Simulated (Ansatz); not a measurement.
Zr (hcp, Mg type)

```cif
data_Zr2
_chemical_formula_sum 'Zr2'
_space_group_name_H-M_alt 'P63/mmc'
_space_group_IT_number 194
_space_group_name_Hall '-P 6c 2c'
_cell_length_a 3.23160
_cell_length_b 3.23160
_cell_length_c 5.17363
_cell_angle_alpha 90.000
_cell_angle_beta 90.000
_cell_angle_gamma 120.000
loop_
_atom_site_label
_atom_site_type_symbol
_atom_site_symmetry_multiplicity
_atom_site_Wyckoff_symbol
_atom_site_fract_x
_atom_site_fract_y
_atom_site_fract_z
_atom_site_occupancy
Zr1 Zr 2 d 0.66667 0.33333 0.25000 1
```

Equation-of-state scan: isotropic scaling of the cell above, V₀ being its volume. Symmetry pins the atoms to their sites.

These are PBE (plane waves to 420 eV, PAW, scalar-relativistic; Ansatz, a quantum-chemistry and plane-wave program) values and carry that method's errors. k mesh 17×17×9 (Γ-centred), Fermi-Dirac smearing 0.05 eV. The energy includes the smearing's −TS. With the shape held, the modulus is that of even scaling; a crystal free to change shape is softer. The PAW data are Ansatz's earlier set. Zr is run without spin polarisation. Zr was relaxed with its symmetry unable to fall. ΔE is measured from the relaxed starting cell.

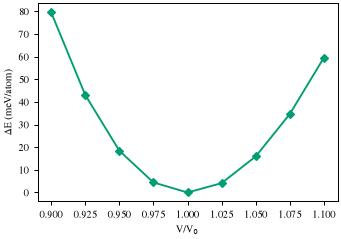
*ΔE (meV/atom) against V/V₀; computed points joined by lines.*

Problem. What is ΔE at V/V₀ = 0.900?

Solution. About 80 meV/atom.

Problem. What bulk modulus at fixed cell shape B₀ follows from a third-order Birch-Murnaghan fit?

Solution. About 94 GPa.

(A scan under strain: stresses follow from slopes of the energy per volume, elastic moduli from its curvatures.)
